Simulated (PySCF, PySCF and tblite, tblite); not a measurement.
**C₃H₂F₆: conformers and averaged spectra**

Which conformers does C₃H₂F₆ (`FCC(F)(F)C(F)(F)F`) populate, and what do their averaged NMR parameters look like?

Programs: PySCF 2.14.0 with density-fitted response routines of our own, and tblite 0.8.0. All values are computed, except where a source is named. Atoms count from 0 throughout.

## (1) The molecule as given

11 atoms, charge 0, multiplicity 1; geometry from: MMFF94s geometry.

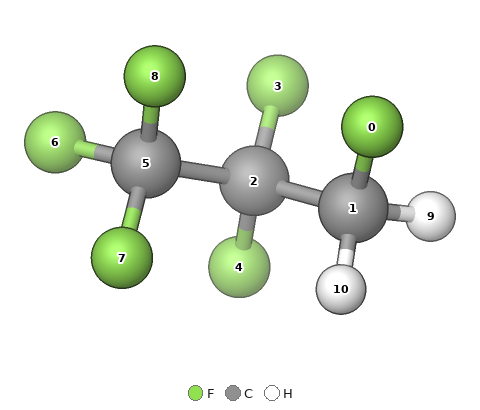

The starting geometry (fluorine green, carbon grey, hydrogen white), atoms numbered.

## (2) GFN2-xTB relaxation, conformer 1

Job settings and geometry (Å):

```
{"job": {"xc": "GFN2-xTB", "basis": "xTB", "kind": "relax"}, "charge": 0, "multiplicity": 1}
F      1.593800     0.999500    -0.637500
C      1.275000    -0.049200     0.151300
C     -0.085800    -0.599600    -0.154400
F     -0.098400    -1.115800    -1.422500
F     -0.347000    -1.645200     0.690900
C     -1.167500     0.476000    -0.010100
F     -2.403700    -0.014400    -0.239500
F     -1.162700     0.996400     1.252800
F     -0.983200     1.510200    -0.857800
H      2.035700    -0.824100    -0.001100
H      1.349400     0.269000     1.201900
```

On the command line:

```
$ OMP_NUM_THREADS=1 python ens_run.py task.json out
```

One launch serves the whole session.

Output:

```text
step      E/eV     max force
  0    -974.77873    1.429
  1    -974.85053    0.357
  2    -974.86081    0.287
  3    -974.86976    0.152
  4    -974.87162    0.115
  5    -974.87276    0.102
  6    -974.87381    0.092
  7    -974.87477    0.084
  8    -974.87538    0.070
  9    -974.87585    0.063
 10    -974.87632    0.061
 11    -974.87683    0.066
 12    -974.87726    0.061
 13    -974.87759    0.050
 14    -974.87788    0.043
 15    -974.87817    0.051
 16    -974.87844    0.047
 17    -974.87865    0.038
 18    -974.87865    0.038
 19    -974.87873    0.031
 20    -974.87890    0.031
 21    -974.87895    0.033
 22    -974.87914    0.031
 23    -974.87925    0.030
 24    -974.87938    0.031
 25    -974.87950    0.037
 26    -974.87966    0.039
 27    -974.87982    0.036
 28    -974.87998    0.037
 29    -974.88018    0.045
 30    -974.88046    0.058
 31    -974.88082    0.066
 32    -974.88121    0.069
 33    -974.88160    0.067
 34    -974.88208    0.068
 35    -974.88264    0.072
 36    -974.88331    0.086
 37    -974.88406    0.079
 38    -974.88481    0.077
 39    -974.88541    0.076
 40    -974.88582    0.069
 41    -974.88619    0.064
 42    -974.88653    0.063
 43    -974.88646    0.086
 44    -974.88699    0.038
 45    -974.88711    0.029
 46    -974.88726    0.029
 47    -974.88735    0.028
 48    -974.88744    0.024
 49    -974.88749    0.017
 50    -974.88753    0.021
 51    -974.88758    0.021
 52    -974.88763    0.023
 53    -974.88768    0.025
 54    -974.88775    0.024
 55    -974.88781    0.029
 56    -974.88786    0.019
 57    -974.88788    0.008
 58    -974.88788    0.007
 59    -974.88789    0.006
 60    -974.88789    0.007
 61    -974.88790    0.005
 62    -974.88790    0.005
 63    -974.88790    0.005
 64    -974.88790    0.007
 65    -974.88791    0.011
 66    -974.88792    0.011
 67    -974.88793    0.009
 68    -974.88794    0.008
 69    -974.88795    0.007
 70    -974.88796    0.010
 71    -974.88797    0.010
 72    -974.88798    0.008
 73    -974.88799    0.007
 74    -974.88800    0.006
 75    -974.88800    0.006
 76    -974.88800    0.005
 77    -974.88801    0.003
```

Wall time 0.85 s (1 thread of Intel Xeon at 2.70GHz, shared host).

The energy fell by 0.109 eV, and the atoms moved 0.18 Å (root mean square).

GFN2-xTB relaxation, conformer 2:

Job settings and geometry (Å):

```
{"job": {"xc": "GFN2-xTB", "basis": "xTB", "kind": "relax"}, "charge": 0, "multiplicity": 1}
F      2.384100    -0.420300    -0.084200
C      1.181100     0.173000    -0.412000
C      0.077400    -0.452700     0.416000
F      0.012800    -1.781700     0.168800
F      0.328000    -0.299200     1.748000
C     -1.256300     0.212100     0.044900
F     -2.293800    -0.291900     0.738900
F     -1.214000     1.552400     0.290600
F     -1.529500     0.058900    -1.269300
H      1.286300     1.236300    -0.191600
H      1.029400     0.015700    -1.476200
```

Output:

```text
step      E/eV     max force
  0    -974.76428    1.248
  1    -974.81772    0.335
  2    -974.82463    0.206
  3    -974.82954    0.157
  4    -974.83081    0.112
  5    -974.83161    0.091
  6    -974.83243    0.082
  7    -974.83308    0.069
  8    -974.83340    0.042
  9    -974.83353    0.030
 10    -974.83353    0.030
 11    -974.83356    0.024
 12    -974.83365    0.022
 13    -974.83367    0.020
 14    -974.83371    0.011
 15    -974.83372    0.009
 16    -974.83373    0.009
 17    -974.83374    0.008
 18    -974.83375    0.009
 19    -974.83376    0.007
 20    -974.83377    0.007
 21    -974.83377    0.006
 22    -974.83378    0.006
 23    -974.83378    0.005
 24    -974.83379    0.006
 25    -974.83379    0.005
 26    -974.83379    0.005
 27    -974.83380    0.004
```

Run time: 0.35 s. Hardware: 1 thread of Intel Xeon at 2.70GHz, shared host.

The energy fell by 0.070 eV, and the atoms moved 0.02 Å (root mean square).

## (3) DFT optimisation, start 1: PBE0-D3(BJ)/def2-SVP

Job settings and geometry (Å):

```
{"job": {"kind": "geom", "xc": "PBE0", "basis": "def2-SVP", "d3": "d3bj", "grid": 1, "maxiter": 40}, "charge": 0, "multiplicity": 1}
F      1.546957     1.133549    -0.374869
C      1.321783    -0.075757     0.198416
C     -0.076734    -0.591705    -0.161199
F     -0.111582    -1.112483    -1.405269
F     -0.396626    -1.601563     0.681476
C     -1.181900     0.498189    -0.051838
F     -2.394628    -0.045030    -0.081229
F     -1.063661     1.161072     1.101195
F     -1.102751     1.376749    -1.042376
H      2.072301    -0.780010    -0.175904
H      1.392266     0.039660     1.285634
```

Output:

```text
step      E/eV     max force
  0    -19411.05200   0.4623
  1    -19411.09557   0.3474
  2    -19411.09097   0.2635
  3    -19411.10339   0.1454
  4    -19411.10431   0.1277
  5    -19411.10384   0.2109
  6    -19411.10538   0.0269
  7    -19411.10534   0.0273
  8    -19411.10539   0.0093
```

Wall time 94 s (1 thread of Intel Xeon at 2.70GHz, shared host); peak memory 0.52 GiB.

The energy fell by 0.053 eV, and the atoms moved 0.13 Å (root mean square).

## (4) DFT optimisation, start 2: PBE0-D3(BJ)/def2-SVP

Job settings and geometry (Å):

```
{"job": {"kind": "geom", "xc": "PBE0", "basis": "def2-SVP", "d3": "d3bj", "grid": 1, "maxiter": 40}, "charge": 0, "multiplicity": 1}
F      2.403381    -0.409606    -0.097471
C      1.220409     0.174559    -0.415001
C      0.086794    -0.449538     0.408094
F     -0.018380    -1.775072     0.179999
F      0.295521    -0.297574     1.732319
C     -1.272575     0.214499     0.051112
F     -2.282499    -0.292593     0.738920
F     -1.223527     1.527907     0.290370
F     -1.536182     0.061073    -1.249483
H      1.297158     1.242487    -0.183232
H      1.035324     0.006530    -1.481590
```

Output:

```text
step      E/eV     max force
  0    -19411.01957   0.6666
  1    -19411.05863   0.2964
  2    -19411.06198   0.0694
  3    -19411.06226   0.0536
  4    -19411.06244   0.0152
```

It took 53 s on 1 thread of Intel Xeon at 2.70GHz, shared host; peak memory 0.52 GiB.

Relaxing gained 0.043 eV and moved the atoms by 0.04 Å on average (rms).

## (5) Shieldings, conformer 1: WP04/pcSseg-1 in chloroform

Job settings and geometry (Å):

```
{"job": {"xc": "WP04", "basis": "pcSseg-1", "solvent": "chloroform", "kind": "nmr", "pop": true}, "charge": 0, "multiplicity": 1}
F      1.635789     1.029775    -0.567973
C      1.317628    -0.058998     0.179011
C     -0.071548    -0.557528    -0.166534
F     -0.107876    -1.015561    -1.428368
F     -0.354440    -1.576975     0.667994
C     -1.195233     0.487592    -0.022226
F     -2.378181    -0.096039    -0.144191
F     -1.122679     1.054950     1.180996
F     -1.085496     1.428367    -0.945342
H      2.017512    -0.885017    -0.029880
H      1.349949     0.192107     1.250551
```

Output:

```text
coarse grid: 11016 points
cycle   1  E = -726.7032661459  dE =  1.569e+00  |g| = 1.748e+00  |ddm| = 2.893e+00
cycle   2  E = -725.7829822542  dE =  9.203e-01  |g| = 3.050e+00  |ddm| = 2.197e+00
cycle   3  E = -727.1277785122  dE = -1.345e+00  |g| = 1.517e-01  |ddm| = 1.536e+00
cycle   4  E = -727.1316729955  dE = -3.894e-03  |g| = 7.250e-02  |ddm| = 1.524e-01
cycle   5  E = -727.1325800375  dE = -9.070e-04  |g| = 2.439e-02  |ddm| = 5.017e-02
cycle   6  E = -727.1326666913  dE = -8.665e-05  |g| = 4.430e-03  |ddm| = 1.373e-02
cycle   7  E = -727.1326693778  dE = -2.687e-06  |g| = 9.891e-04  |ddm| = 2.627e-03
final grid: 113992 points
cycle   8  E = -727.2512961427  dE = -7.002e-05  |g| = 9.542e-03  |ddm| = 2.864e-02
cycle   9  E = -727.2512746661  dE =  2.148e-05  |g| = 1.532e-02  |ddm| = 1.221e-02
cycle  10  E = -727.2513110515  dE = -3.639e-05  |g| = 8.272e-04  |ddm| = 7.232e-03
cycle  11  E = -727.2513111764  dE = -1.249e-07  |g| = 2.265e-04  |ddm| = 7.181e-04
cycle  12  E = -727.2513111853  dE = -8.922e-09  |g| = 6.043e-05  |ddm| = 1.452e-04
cycle  13  E = -727.2513111857  dE = -4.620e-10  |g| = 2.350e-05  |ddm| = 4.048e-05
converged SCF energy = -727.2513111857

GIAO shielding tensors (ppm)
atom      isotropic    diamagn.    paramagn.     s11        s22        s33       span
  0 F      427.821     475.070     -47.248    408.334    417.450    457.680     49.346
  1 C       89.421     244.112    -154.691     64.868     67.088    136.306     71.438
  2 C       52.589     244.899    -192.310     37.030     58.005     62.732     25.702
  3 F      313.291     475.877    -162.586    224.631    352.384    362.856    138.225
  4 F      316.078     475.538    -159.459    223.822    349.176    375.238    151.416
  5 C       43.835     243.901    -200.066     33.964     46.229     51.313     17.349
  6 F      272.326     472.755    -200.428    192.602    266.004    358.373    165.771
  7 F      267.722     476.013    -208.292    186.310    260.809    356.047    169.737
  8 F      265.326     474.916    -209.590    188.338    262.725    344.916    156.577
  9 H       26.603      26.554       0.049     23.002     26.790     30.016      7.014
 10 H       26.652      28.164      -1.512     23.956     26.780     29.220      5.263
```

Wall time 26 s (1 thread of Intel Xeon at 2.70GHz, shared host); peak memory 1 GiB.

In short: HOMO -11.48 eV, LUMO -1.10 eV; dipole 2.47 D.

## (6) Single-point energy, conformer 1: B3LYP/def2-TZVP in chloroform

The job, as its differences from that of step 5:

```diff
@@ -1,2 +1,2 @@
-{"job": {"xc": "WP04", "basis": "pcSseg-1", "solvent": "chloroform", "kind": "nmr", "pop": true}, "charge": 0, "multiplicity": 1}
+{"job": {"xc": "B3LYP", "basis": "def2-TZVP", "solvent": "chloroform", "kind": "sp"}, "charge": 0, "multiplicity": 1}
 F      1.635789     1.029775    -0.567973
```

Output:

```text
coarse grid: 11016 points
cycle   1  E = -714.6484636647  dE =  1.549e+00  |g| = 1.248e+00  |ddm| = 2.805e+00
cycle   2  E = -714.2235198900  dE =  4.249e-01  |g| = 2.137e+00  |ddm| = 1.580e+00
cycle   3  E = -714.8841404721  dE = -6.606e-01  |g| = 5.676e-02  |ddm| = 1.015e+00
cycle   4  E = -714.8844027531  dE = -2.623e-04  |g| = 4.318e-02  |ddm| = 6.418e-02
cycle   5  E = -714.8846974406  dE = -2.947e-04  |g| = 1.182e-02  |ddm| = 2.648e-02
cycle   6  E = -714.8847157888  dE = -1.835e-05  |g| = 2.479e-03  |ddm| = 6.524e-03
cycle   7  E = -714.8847167689  dE = -9.801e-07  |g| = 4.702e-04  |ddm| = 1.958e-03
final grid: 113992 points
cycle   8  E = -714.8918290499  dE = -1.007e-04  |g| = 6.413e-03  |ddm| = 4.770e-02
cycle   9  E = -714.8918216044  dE =  7.446e-06  |g| = 9.489e-03  |ddm| = 7.092e-03
cycle  10  E = -714.8918352189  dE = -1.361e-05  |g| = 6.486e-04  |ddm| = 4.463e-03
cycle  11  E = -714.8918352702  dE = -5.125e-08  |g| = 2.991e-04  |ddm| = 6.974e-04
cycle  12  E = -714.8918352875  dE = -1.733e-08  |g| = 3.615e-05  |ddm| = 2.298e-04
cycle  13  E = -714.8918352877  dE = -1.298e-10  |g| = 1.904e-05  |ddm| = 2.873e-05
converged SCF energy = -714.8918352877
```

Run time: 31 s. Hardware: 1 thread of Intel Xeon at 2.70GHz, shared host; peak memory 1.1 GiB.

Key values: HOMO -9.78 eV, LUMO 0.81 eV; dipole 2.29 D.

## (7) Shieldings, conformer 2: WP04/pcSseg-1 in chloroform

Job settings and geometry (Å):

```
{"job": {"xc": "WP04", "basis": "pcSseg-1", "solvent": "chloroform", "kind": "nmr", "pop": false}, "charge": 0, "multiplicity": 1}
F      2.381983    -0.462769    -0.064843
C      1.228539     0.163694    -0.408127
C      0.083459    -0.425952     0.392619
F     -0.021251    -1.744956     0.156847
F      0.293926    -0.251040     1.708444
C     -1.272404     0.216657     0.047926
F     -2.245975    -0.333097     0.750212
F     -1.234179     1.521636     0.307532
F     -1.530822     0.055964    -1.248183
H      1.298902     1.240509    -0.187605
H      1.023246     0.022026    -1.480785
```

Output:

```text
coarse grid: 11016 points
cycle   1  E = -726.6932246230  dE =  1.577e+00  |g| = 1.755e+00  |ddm| = 2.886e+00
cycle   2  E = -725.7222665063  dE =  9.710e-01  |g| = 3.107e+00  |ddm| = 2.258e+00
cycle   3  E = -727.1223762624  dE = -1.400e+00  |g| = 1.536e-01  |ddm| = 1.595e+00
cycle   4  E = -727.1263776233  dE = -4.001e-03  |g| = 7.276e-02  |ddm| = 1.525e-01
cycle   5  E = -727.1272862575  dE = -9.086e-04  |g| = 2.623e-02  |ddm| = 4.941e-02
cycle   6  E = -727.1273907060  dE = -1.044e-04  |g| = 4.214e-03  |ddm| = 1.386e-02
cycle   7  E = -727.1273931438  dE = -2.438e-06  |g| = 9.382e-04  |ddm| = 2.696e-03
final grid: 113992 points
cycle   8  E = -727.2506909193  dE = -8.274e-05  |g| = 1.012e-02  |ddm| = 2.789e-02
cycle   9  E = -727.2506671730  dE =  2.375e-05  |g| = 1.620e-02  |ddm| = 1.266e-02
cycle  10  E = -727.2507073283  dE = -4.016e-05  |g| = 9.744e-04  |ddm| = 7.579e-03
cycle  11  E = -727.2507074998  dE = -1.715e-07  |g| = 2.451e-04  |ddm| = 8.620e-04
cycle  12  E = -727.2507075100  dE = -1.021e-08  |g| = 5.147e-05  |ddm| = 1.574e-04
cycle  13  E = -727.2507075103  dE = -3.156e-10  |g| = 2.552e-05  |ddm| = 3.640e-05
converged SCF energy = -727.2507075103

GIAO shielding tensors (ppm)
atom      isotropic    diamagn.    paramagn.     s11        s22        s33       span
  0 F      438.480     471.451     -32.970    424.718    428.306    462.417     37.699
  1 C       89.674     245.775    -156.101     67.422     69.093    132.507     65.086
  2 C       51.861     243.512    -191.651     32.365     56.716     66.501     34.136
  3 F      317.904     475.430    -157.526    212.640    347.836    393.236    180.595
  4 F      317.714     475.458    -157.744    211.697    348.321    393.122    181.424
  5 C       43.898     244.751    -200.853     34.504     46.110     51.078     16.574
  6 F      274.146     472.437    -198.291    197.060    268.927    356.452    159.392
  7 F      267.681     475.734    -208.052    185.437    262.313    355.295    169.858
  8 F      267.534     475.800    -208.266    185.318    261.890    355.392    170.074
  9 H       26.642      28.251      -1.609     22.456     27.852     29.618      7.162
 10 H       26.638      28.271      -1.633     22.404     27.845     29.664      7.261
```

It took 25 s on 1 thread of Intel Xeon at 2.70GHz, shared host; peak memory 0.96 GiB.

In short: HOMO -11.51 eV, LUMO -1.01 eV; dipole 2.46 D.

## (8) Single-point energy, conformer 2: B3LYP/def2-TZVP in chloroform

The job, as its differences from that of step 7:

```diff
@@ -1,2 +1,2 @@
-{"job": {"xc": "WP04", "basis": "pcSseg-1", "solvent": "chloroform", "kind": "nmr", "pop": false}, "charge": 0, "multiplicity": 1}
+{"job": {"xc": "B3LYP", "basis": "def2-TZVP", "solvent": "chloroform", "kind": "sp"}, "charge": 0, "multiplicity": 1}
 F      2.381983    -0.462769    -0.064843
```

Output:

```text
coarse grid: 11016 points
cycle   1  E = -714.6409529238  dE =  1.555e+00  |g| = 1.253e+00  |ddm| = 2.812e+00
cycle   2  E = -714.1941622457  dE =  4.468e-01  |g| = 2.172e+00  |ddm| = 1.546e+00
cycle   3  E = -714.8794294209  dE = -6.853e-01  |g| = 6.135e-02  |ddm| = 9.950e-01
cycle   4  E = -714.8797093874  dE = -2.800e-04  |g| = 4.884e-02  |ddm| = 6.480e-02
cycle   5  E = -714.8800741499  dE = -3.648e-04  |g| = 1.286e-02  |ddm| = 2.810e-02
cycle   6  E = -714.8800963953  dE = -2.225e-05  |g| = 1.987e-03  |ddm| = 7.315e-03
cycle   7  E = -714.8800970413  dE = -6.460e-07  |g| = 5.450e-04  |ddm| = 1.868e-03
final grid: 113992 points
cycle   8  E = -714.8915225616  dE = -1.136e-04  |g| = 7.149e-03  |ddm| = 5.566e-02
cycle   9  E = -714.8915134113  dE =  9.150e-06  |g| = 1.056e-02  |ddm| = 7.495e-03
cycle  10  E = -714.8915298365  dE = -1.643e-05  |g| = 7.562e-04  |ddm| = 4.763e-03
cycle  11  E = -714.8915299108  dE = -7.423e-08  |g| = 3.336e-04  |ddm| = 7.520e-04
cycle  12  E = -714.8915299314  dE = -2.066e-08  |g| = 4.203e-05  |ddm| = 2.622e-04
cycle  13  E = -714.8915299316  dE = -1.617e-10  |g| = 2.300e-05  |ddm| = 3.376e-05
converged SCF energy = -714.8915299316
```

Run time: 33 s. Hardware: 1 thread of Intel Xeon at 2.70GHz, shared host; peak memory 1.1 GiB.

This run: HOMO -9.83 eV, LUMO 0.78 eV; dipole 2.26 D.

## (9) Couplings, conformer 1: B3LYP/pcJ-1+pcSseg-1

Job settings and geometry (Å):

```
{"job": {"xc": "B3LYP", "basis": {"default": "pcSseg-1", "H": "pcJ-1", "F": "pcJ-1"}, "nuclei": ["H", "F", "P", "Si", "B"], "kind": "j"}, "charge": 0, "multiplicity": 1}
F      1.635789     1.029775    -0.567973
C      1.317628    -0.058998     0.179011
C     -0.071548    -0.557528    -0.166534
F     -0.107876    -1.015561    -1.428368
F     -0.354440    -1.576975     0.667994
C     -1.195233     0.487592    -0.022226
F     -2.378181    -0.096039    -0.144191
F     -1.122679     1.054950     1.180996
F     -1.085496     1.428367    -0.945342
H      2.017512    -0.885017    -0.029880
H      1.349949     0.192107     1.250551
```

Output:

```text
coarse grid: 11016 points
cycle   1  E = -714.2511427040  dE =  1.499e+00  |g| = 1.224e+00  |ddm| = 2.743e+00
cycle   2  E = -713.8546360062  dE =  3.965e-01  |g| = 2.080e+00  |ddm| = 1.630e+00
cycle   3  E = -714.4832342811  dE = -6.286e-01  |g| = 6.018e-02  |ddm| = 1.053e+00
cycle   4  E = -714.4835138092  dE = -2.795e-04  |g| = 4.583e-02  |ddm| = 5.986e-02
cycle   5  E = -714.4838445453  dE = -3.307e-04  |g| = 1.207e-02  |ddm| = 2.982e-02
cycle   6  E = -714.4838627467  dE = -1.820e-05  |g| = 2.895e-03  |ddm| = 6.792e-03
cycle   7  E = -714.4838640450  dE = -1.298e-06  |g| = 5.697e-04  |ddm| = 2.134e-03
final grid: 113992 points
cycle   8  E = -714.5633665514  dE = -2.284e-04  |g| = 7.913e-03  |ddm| = 1.848e-02
cycle   9  E = -714.5633546407  dE =  1.191e-05  |g| = 1.193e-02  |ddm| = 9.630e-03
cycle  10  E = -714.5633754144  dE = -2.077e-05  |g| = 5.424e-04  |ddm| = 5.843e-03
cycle  11  E = -714.5633754418  dE = -2.741e-08  |g| = 3.500e-04  |ddm| = 6.045e-04
cycle  12  E = -714.5633754645  dE = -2.263e-08  |g| = 4.277e-05  |ddm| = 2.424e-04
cycle  13  E = -714.5633754647  dE = -2.033e-10  |g| = 1.847e-05  |ddm| = 2.899e-05
converged SCF energy = -714.5633754647

Indirect spin-spin couplings (Hz)
  i      j    bonds     total        FC       PSO       DSO        SD
  0 F    3 F    3    -19.374    -2.781   -14.445     0.176    -2.324
  0 F    4 F    3    -41.246   -29.619   -28.050    -1.357    17.780
  0 F    6 F    4      1.823     0.492     2.904    -1.241    -0.331
  0 F    7 F    4      2.407    -0.136     3.373     0.088    -0.918
  0 F    8 F    4     22.026    25.025    -6.854     1.052     2.802
  0 F    9 H    2     52.571    46.366    10.326    -0.907    -3.214
  0 F   10 H    2     53.323    47.267    10.108    -0.814    -3.238
  3 F    4 F    2    269.338    43.569   139.533    -0.060    86.296
  3 F    6 F    3    -19.671    -6.929   -11.420     0.308    -1.630
  3 F    7 F    3     28.278   -11.815    18.132    -1.524    23.484
  3 F    8 F    3    -18.003    -4.291   -14.142     0.597    -0.167
  3 F    9 H    3     14.362    14.039     0.237     0.543    -0.457
  3 F   10 H    3     31.873    32.997     1.004    -1.880    -0.247
  4 F    6 F    3    -20.623    -4.869   -18.226     0.601     1.871
  4 F    7 F    3    -12.217    -3.390    -6.035     0.282    -3.073
  4 F    8 F    3     14.212   -13.199     9.416    -1.542    19.538
  4 F    9 H    3      1.359     1.836    -0.296     0.407    -0.588
  4 F   10 H    3      0.477     0.090     0.422     0.676    -0.711
  6 F    7 F    2     60.784    33.910   -23.423    -0.120    50.418
  6 F    8 F    2     54.491    31.644   -27.176    -0.120    50.144
  6 F    9 H    4      5.424     5.450     1.447    -1.582     0.109
  6 F   10 H    4     -1.039    -0.703     1.002    -1.225    -0.112
  7 F    8 F    2     66.108    31.955   -16.367    -0.086    50.606
  7 F    9 H    4      0.735     0.924     1.173    -1.240    -0.122
  7 F   10 H    4      3.331     3.578    -1.829     1.708    -0.126
  8 F    9 H    4      0.297     0.506     1.259    -1.365    -0.103
  8 F   10 H    4      0.337     0.267     0.908    -0.663    -0.175
  9 H   10 H    2    -12.186   -12.091     1.373    -1.469         -
```

It took 76 s on 1 thread of Intel Xeon at 2.70GHz, shared host; peak memory 0.97 GiB.

Key values: HOMO -9.92 eV, LUMO 0.85 eV; dipole 1.96 D.

(Part 1 of 2 ends here.)
